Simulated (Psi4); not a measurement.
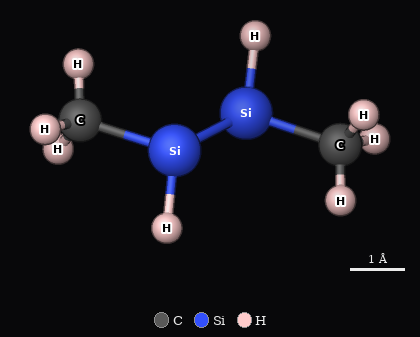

The structure (ball-and-stick view, seen at a tilt).

# Interaction calculation of C2H8Si2 (part 1 of 2)

The run: interaction calculation of C2H8Si2. Method and program: SAPT0/def2-SVPD, RHF (Psi4 1.11).

The geometry comes from this level: GFN2-xTB.

**Input file (run.py)**
```python
import psi4

psi4.set_memory('1600 MB')
psi4.set_num_threads(1)
psi4.set_output_file('psi4.out', False)

m = psi4.geometry("""
0 1
C     -1.523980    -1.990900    -0.629390
Si    -0.203240    -1.033590     0.354690
H     -2.528120    -1.687740    -0.341860
H     -1.445340    -3.061920    -0.460990
H     -1.417110    -1.816870    -1.696480
H     -0.605380    -1.256180     1.762030
--
0 1
C      1.399690     1.816990     0.608440
Si     0.063240     0.855400    -0.349720
H      1.279450     1.694810     1.680920
H      1.353570     2.880780     0.390740
H      2.396580     1.472700     0.344740
H      0.461810     1.046680    -1.763860
symmetry c1
no_reorient
no_com
""")

psi4.set_options({
    'basis': 'def2-SVPD',
    'scf_type': 'df',
})

E, wfn = psi4.energy('sapt0', return_wfn=True)
print(f'total energy {E:.8f} hartree = {E * 27.211386:.5f} eV')
```

Launched with:
```bash
python run.py
```

**What the program printed**
```
Psi4 1.11 release

   => Loading Basis Set <=

    Name: DEF2-SVPD
    Role: ORBITAL
    Keyword: BASIS

   => Loading Basis Set <=

    Name: DEF2-SVPD
    Role: ORBITAL
    Keyword: BASIS

  //>>>>>>>>>>>>>>>>>>>>>>>>>>>>>>>>>>>//
  //              Dimer HF             //
  //<<<<<<<<<<<<<<<<<<<<<<<<<<<<<<<<<<<//

   => Loading Basis Set <=

    Name: DEF2-SVPD
    Role: ORBITAL
    Keyword: BASIS

         ---------------------------------------------------------
                                   SCF
                              RHF Reference
                        1 Threads,   1525 MiB Core
         ---------------------------------------------------------

  ==> Geometry <==

    Molecular point group: c1
    Full point group: C1

    Geometry (in Angstrom), charge = 0, multiplicity = 1:

       Center              X                  Y                   Z               Mass
    ------------   -----------------  -----------------  -----------------  -----------------
         C           -1.523980000000    -1.990900000000    -0.629390000000    12.000000000000
         SI          -0.203240000000    -1.033590000000     0.354690000000    27.976926534650
         H           -2.528120000000    -1.687740000000    -0.341860000000     1.007825032230
         H           -1.445340000000    -3.061920000000    -0.460990000000     1.007825032230
         H           -1.417110000000    -1.816870000000    -1.696480000000     1.007825032230
         H           -0.605380000000    -1.256180000000     1.762030000000     1.007825032230
         C            1.399690000000     1.816990000000     0.608440000000    12.000000000000
         SI           0.063240000000     0.855400000000    -0.349720000000    27.976926534650
         H            1.279450000000     1.694810000000     1.680920000000     1.007825032230
         H            1.353570000000     2.880780000000     0.390740000000     1.007825032230
         H            2.396580000000     1.472700000000     0.344740000000     1.007825032230
         H            0.461810000000     1.046680000000    -1.763860000000     1.007825032230

  Running in c1 symmetry.

  Rotational constants: A =      0.43530  B =      0.07096  C =      0.06336 [cm^-1]
  Rotational constants: A =  13049.93378  B =   2127.44171  C =   1899.50566 [MHz]
  Nuclear repulsion =  202.871103216138749

  Charge       = 0
  Multiplicity = 1
  Electrons    = 48
  Nalpha       = 24
  Nbeta        = 24

  ==> Algorithm <==

  SCF Algorithm Type is DF.
  DIIS enabled.
  MOM disabled.
  Fractional occupation disabled.
  Guess Type is SAD.
  Energy threshold   = 1.00e-08
  Density threshold  = 1.00e-08
  Integral threshold = 1.00e-12

  ==> Primary Basis <==

  Basis Set: DEF2-SVPD
    Blend: DEF2-SVPD
    Number of shells: 68
    Number of basis functions: 152
    Number of Cartesian functions: 160
    Spherical Harmonics?: true
    Max angular momentum: 2

   => Loading Basis Set <=

    Name: (DEF2-SVPD AUX)
    Role: JKFIT
    Keyword: DF_BASIS_SCF

  ==> Integral Setup <==

  DFHelper Memory: AOs need 0.098 GiB; user supplied 1.118 GiB.
  SCF_SUBTYPE=INCORE selected. In-core MEM_DF algorithm will be used.
  Using in-core AOs.

  ==> MemDFJK: Density-Fitted J/K Matrices <==

    J tasked:                   Yes
    K tasked:                   Yes
    wK tasked:                   No
    Memory [MiB]:              1144
    Algorithm:                 Core
    Schwarz Cutoff:           1E-12
    Mask sparsity (%):       3.7483
    Fitting Condition:        1E-10

   => Auxiliary Basis Set <=

  Basis Set: (DEF2-SVPD AUX)
    Blend: DEF2-UNIVERSAL-JKFIT
    Number of shells: 174
    Number of basis functions: 550
    Number of Cartesian functions: 648
    Spherical Harmonics?: true
    Max angular momentum: 4

  Minimum eigenvalue in the overlap matrix is 3.1331688254E-04.
  Reciprocal condition number of the overlap matrix is 3.4795292890E-05.
    Using symmetric orthogonalization.

  ==> Pre-Iterations <==

  SCF Guess: Superposition of Atomic Densities via on-the-fly atomic UHF (no occupation information).

   -------------------------
    Irrep   Nso     Nmo
   -------------------------
     A        152     152
   -------------------------
    Total     152     152
   -------------------------

  ==> Iterations <==

                           Total Energy        Delta E     RMS |[F,P]|

   @DF-RHF iter SAD:  -657.27534941419026   -6.57275e+02   0.00000e+00
   @DF-RHF iter   1:  -657.81581063258773   -5.40461e-01   2.77764e-03 ADIIS/DIIS
   @DF-RHF iter   2:  -657.92297858372046   -1.07168e-01   1.15787e-03 ADIIS/DIIS
   @DF-RHF iter   3:  -657.94168822615984   -1.87096e-02   2.50615e-04 ADIIS/DIIS
   @DF-RHF iter   4:  -657.94386755175526   -2.17933e-03   4.61716e-05 DIIS
   @DF-RHF iter   5:  -657.94395655944186   -8.90077e-05   1.66961e-05 DIIS
   @DF-RHF iter   6:  -657.94397233664972   -1.57772e-05   5.65358e-06 DIIS
   @DF-RHF iter   7:  -657.94397519612346   -2.85947e-06   1.38658e-06 DIIS
   @DF-RHF iter   8:  -657.94397535696942   -1.60846e-07   2.95561e-07 DIIS
   @DF-RHF iter   9:  -657.94397536315080   -6.18138e-09   8.77807e-08 DIIS
   @DF-RHF iter  10:  -657.94397536354018   -3.89377e-10   3.84167e-08 DIIS
   @DF-RHF iter  11:  -657.94397536363147   -9.12905e-11   1.13256e-08 DIIS
   @DF-RHF iter  12:  -657.94397536364204   -1.05729e-11   3.24566e-09 DIIS
  Energy and wave function converged.

  ==> Post-Iterations <==

    Orbital Energies [Eh]
    ---------------------

    Doubly Occupied:

       1A    -68.740722     2A    -68.740261     3A    -11.213697
       4A    -11.213539     5A     -6.115223     6A     -6.114460
       7A     -4.226421     8A     -4.224189     9A     -4.223025
      10A     -4.222571    11A     -4.222363    12A     -4.221938
      13A     -0.937698    14A     -0.931577    15A     -0.720520
      16A     -0.611371    17A     -0.560945    18A     -0.555805
      19A     -0.553364    20A     -0.550987    21A     -0.462331
      22A     -0.447249    23A     -0.412209    24A     -0.283509

    Virtual:

      25A      0.024996    26A      0.091626    27A      0.104086
      28A      0.116053    29A      0.141875    30A      0.149403
      31A      0.154617    32A      0.175752    33A      0.187745
      34A      0.190348    35A      0.203443    36A      0.209903
      37A      0.210403    38A      0.214250    39A      0.237964
      40A      0.240676    41A      0.249025    42A      0.261142
      43A      0.279531    44A      0.282476    45A      0.296709
      46A      0.307115    47A      0.308056    48A      0.319647
      49A      0.343592    50A      0.372974    51A      0.374592
      52A      0.380859    53A      0.382482    54A      0.393947
      55A      0.404143    56A      0.414224    57A      0.417587
      58A      0.433700    59A      0.441197    60A      0.443932
      61A      0.467081    62A      0.471266    63A      0.472464
      64A      0.474476    65A      0.485336    66A      0.493779
      67A      0.494835    68A      0.496555    69A      0.517726
      70A      0.519697    71A      0.528925    72A      0.532586
      73A      0.538071    74A      0.559379    75A      0.565319
      76A      0.572306    77A      0.583320    78A      0.599425
      79A      0.601790    80A      0.615788    81A      0.619456
      82A      0.638358    83A      0.650567    84A      0.659549
      85A      0.722738    86A      0.726376    87A      0.752931
      88A      0.818814    89A      0.869533    90A      0.873448
      91A      0.901016    92A      0.918361    93A      0.931396
      94A      0.957143    95A      0.976079    96A      0.992755
      97A      1.005552    98A      1.026122    99A      1.028959
     100A      1.049294   101A      1.067755   102A      1.110455
     103A      1.158446   104A      1.159025   105A      1.172780
     106A      1.188293   107A      1.203681   108A      1.228045
     109A      1.253746   110A      1.279844   111A      1.304356
     112A      1.316105   113A      1.344311   114A      1.367475
     115A      1.379697   116A      1.414811   117A      1.449186
     118A      1.473011   119A      1.835768   120A      1.851956
     121A      1.862616   122A      1.873780   123A      1.956321
     124A      1.961963   125A      2.017719   126A      2.020299
     127A      2.063605   128A      2.065296   129A      2.176882
     130A      2.178718   131A      2.214846   132A      2.216859
     133A      2.284665   134A      2.305896   135A      2.333131
     136A      2.339163   137A      2.351196   138A      2.358615
     139A      2.467473   140A      2.524542   141A      2.665735
     142A      2.673650   143A      2.846064   144A      2.847524
     145A      2.849172   146A      2.854266   147A      3.139978
     148A      3.144861   149A      3.434734   150A      3.450686
     151A      3.458565   152A      3.467183

    Final Occupation by Irrep:
              A
    DOCC [    24 ]
    NA   [    24 ]
    NB   [    24 ]

  @DF-RHF Final Energy:  -657.94397536364204

   => Energetics <=

    Nuclear Repulsion Energy =            202.8711032161387493
    One-Electron Energy =               -1312.6182083843091277
    Two-Electron Energy =                 451.8031298045284530
    Total Energy =                       -657.9439753636420392

Computation Completed

Properties will be evaluated at   0.000000,   0.000000,   0.000000 [a0]

Properties computed using the SCF density matrix

 Multipole Moments:

 ------------------------------------------------------------------------------------
     Multipole            Electronic (a.u.)      Nuclear  (a.u.)        Total (a.u.)
 ------------------------------------------------------------------------------------

 L = 1.  Multiply by 2.5417464519 to convert [e a0] to [Debye]
 Dipole X            :          6.0712653           -6.0665500            0.0047153
 Dipole Y            :          8.0561235           -8.0613071           -0.0051836
 Dipole Z            :          0.2730996           -0.2662246            0.0068750
 Magnitude           :                                                    0.0098168

 ------------------------------------------------------------------------------------

	total time  =          2 seconds =       0.03 minutes

  //>>>>>>>>>>>>>>>>>>>>>>>>>>>>>>>>>>>//
  //            Monomer A HF           //
  //<<<<<<<<<<<<<<<<<<<<<<<<<<<<<<<<<<<//

  ==> Geometry <==

    Molecular point group: c1
    Full point group: C1

    Geometry (in Angstrom), charge = 0, multiplicity = 1:

       Center              X                  Y                   Z               Mass
    ------------   -----------------  -----------------  -----------------  -----------------
         C           -1.523980000000    -1.990900000000    -0.629390000000    12.000000000000
         SI          -0.203240000000    -1.033590000000     0.354690000000    27.976926534650
         H           -2.528120000000    -1.687740000000    -0.341860000000     1.007825032230
         H           -1.445340000000    -3.061920000000    -0.460990000000     1.007825032230
         H           -1.417110000000    -1.816870000000    -1.696480000000     1.007825032230
         H           -0.605380000000    -1.256180000000     1.762030000000     1.007825032230
      Gh(C)           1.399690000000     1.816990000000     0.608440000000    12.000000000000
      Gh(SI)          0.063240000000     0.855400000000    -0.349720000000    27.976926534650
      Gh(H)           1.279450000000     1.694810000000     1.680920000000     1.007825032230
      Gh(H)           1.353570000000     2.880780000000     0.390740000000     1.007825032230
      Gh(H)           2.396580000000     1.472700000000     0.344740000000     1.007825032230
      Gh(H)           0.461810000000     1.046680000000    -1.763860000000     1.007825032230

  Running in c1 symmetry.

  Rotational constants: A =      0.43530  B =      0.07096  C =      0.06336 [cm^-1]
  Rotational constants: A =  13049.93378  B =   2127.44171  C =   1899.50566 [MHz]
  Nuclear repulsion =   48.550611223729213

  Charge       = 0
  Multiplicity = 1
  Electrons    = 24
  Nalpha       = 12
  Nbeta        = 12

  ==> Iterations <==

                           Total Energy        Delta E     RMS |[F,P]|

   @DF-RHF iter SAD:  -328.25883190973468   -3.28259e+02   0.00000e+00
   @DF-RHF iter   1:  -328.88563918886126   -6.26807e-01   1.97945e-03 ADIIS/DIIS
   @DF-RHF iter   2:  -328.93438714255194   -4.87480e-02   8.58654e-04 ADIIS/DIIS
   @DF-RHF iter   3:  -328.94436818982643   -9.98105e-03   1.69518e-04 ADIIS/DIIS
   @DF-RHF iter   4:  -328.94531913372083   -9.50944e-04   2.83546e-05 DIIS
   @DF-RHF iter   5:  -328.94535114908228   -3.20154e-05   5.61247e-06 DIIS
   @DF-RHF iter   6:  -328.94535250253989   -1.35346e-06   1.21427e-06 DIIS
   @DF-RHF iter   7:  -328.94535257330404   -7.07641e-08   2.55573e-07 DIIS
   @DF-RHF iter   8:  -328.94535257741524   -4.11120e-09   8.50852e-08 DIIS
   @DF-RHF iter   9:  -328.94535257817188   -7.56643e-10   3.97252e-08 DIIS
   @DF-RHF iter  10:  -328.94535257840414   -2.32262e-10   1.62453e-08 DIIS
   @DF-RHF iter  11:  -328.94535257844723   -4.30873e-11   3.36241e-09 DIIS
  Energy and wave function converged.

  ==> Post-Iterations <==

    Final Occupation by Irrep:
              A
    DOCC [    12 ]
    NA   [    12 ]
    NB   [    12 ]

  @DF-RHF Final Energy:  -328.94535257844723

   => Energetics <=

    Nuclear Repulsion Energy =             48.5506112237292129
    One-Electron Energy =                -550.3698596579511104
    Two-Electron Energy =                 172.8738958557746628
    Total Energy =                       -328.9453525784472276

Computation Completed

Properties will be evaluated at   0.000000,   0.000000,   0.000000 [a0]

Properties computed using the SCF density matrix

 Multipole Moments:

 ------------------------------------------------------------------------------------
     Multipole            Electronic (a.u.)      Nuclear  (a.u.)        Total (a.u.)
```
